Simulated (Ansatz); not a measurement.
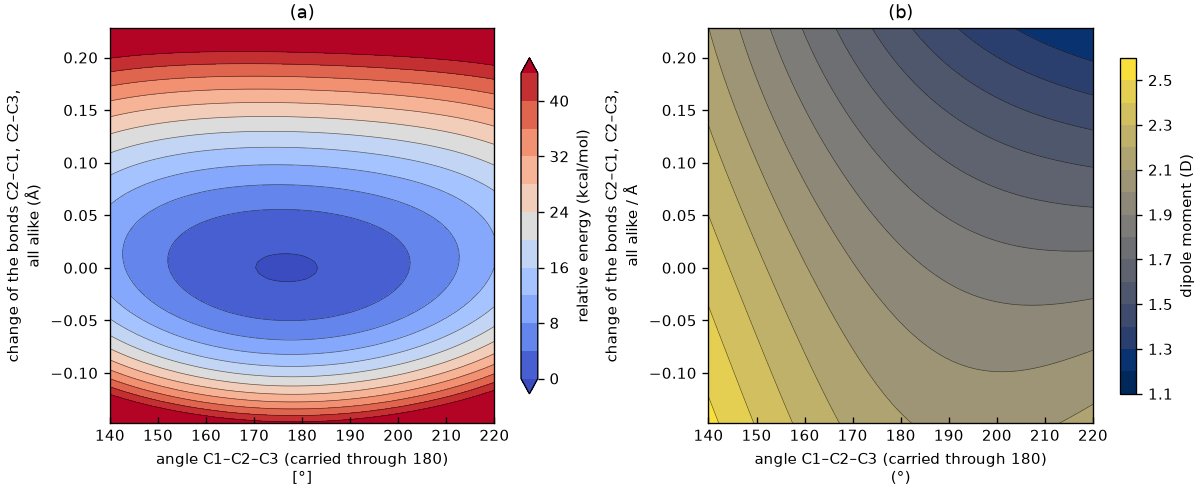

C3H4OS, SMILES C#CC(O)S. Coordinates scanned: (1) angle C1–C2–C3 (carried through 180); (2) change of the bonds C2–C1, C2–C3, all alike. Nothing is relaxed (all other coordinates rigid). The scan uses a 15 × 15 grid. Points are written as (first, second). Energies are in kcal/mol, from the lowest grid point. Theory: RKS PBE-D4/def2-SVP in Ansatz.

Panel (a) is the energy; panel (b) is the computed dipole moment, in D.

Drawn: filled contours, one colour for all values above the top of the scale. Between grid points the surface is interpolated.

How does the dipole moment vary over the map, and what is it at the lowest grid point?

Answer. Leaving out the highest fifth of the energies, it runs from 1.37 D at (220.0°, 0.175 Å) to 2.47 D at (140.0°, −0.094 Å). At the lowest grid point, (174.3°, 0.013 Å), it is 1.95 D.

```tsv
second ↓, first →	140.0	145.7	151.4	157.1	162.9	168.6	174.3	180.0	185.7	191.4	197.1	202.9	208.6	214.3	220.0
0.228	2.10	2.01	1.92	1.83	1.75	1.67	1.60	1.53	1.46	1.40	1.35	1.31	1.27	1.23	1.20
0.201	2.13	2.04	1.95	1.87	1.79	1.71	1.64	1.58	1.52	1.47	1.42	1.38	1.34	1.31	1.29
0.175	2.16	2.07	1.99	1.91	1.83	1.76	1.69	1.63	1.58	1.53	1.49	1.45	1.42	1.39	1.37
0.148	2.19	2.10	2.02	1.94	1.87	1.80	1.74	1.68	1.63	1.59	1.55	1.52	1.49	1.47	1.45
0.121	2.22	2.14	2.06	1.98	1.91	1.84	1.79	1.73	1.69	1.65	1.61	1.59	1.56	1.55	1.53
0.094	2.25	2.17	2.09	2.02	1.95	1.89	1.83	1.78	1.74	1.70	1.67	1.65	1.63	1.62	1.60
0.067	2.28	2.20	2.13	2.05	1.99	1.93	1.87	1.83	1.79	1.76	1.73	1.71	1.69	1.68	1.68
0.040	2.31	2.23	2.16	2.09	2.02	1.97	1.92	1.87	1.83	1.80	1.78	1.77	1.75	1.75	1.74
0.013	2.34	2.27	2.19	2.12	2.06	2.00	1.95	1.91	1.88	1.85	1.83	1.82	1.81	1.81	1.81
−0.013	2.37	2.30	2.22	2.15	2.09	2.04	1.99	1.95	1.92	1.89	1.87	1.86	1.86	1.86	1.87
−0.040	2.40	2.33	2.25	2.19	2.12	2.07	2.02	1.98	1.95	1.93	1.92	1.91	1.91	1.91	1.92
−0.067	2.44	2.36	2.29	2.22	2.15	2.10	2.06	2.02	1.99	1.97	1.96	1.95	1.95	1.96	1.98
−0.094	2.47	2.39	2.31	2.25	2.18	2.13	2.09	2.05	2.02	2.01	2.00	1.99	2.00	2.01	2.03
−0.121	2.50	2.42	2.34	2.28	2.21	2.16	2.12	2.08	2.06	2.04	2.03	2.03	2.04	2.06	2.08
−0.148	2.53	2.45	2.37	2.31	2.24	2.19	2.14	2.11	2.09	2.07	2.07	2.07	2.08	2.11	2.14
```
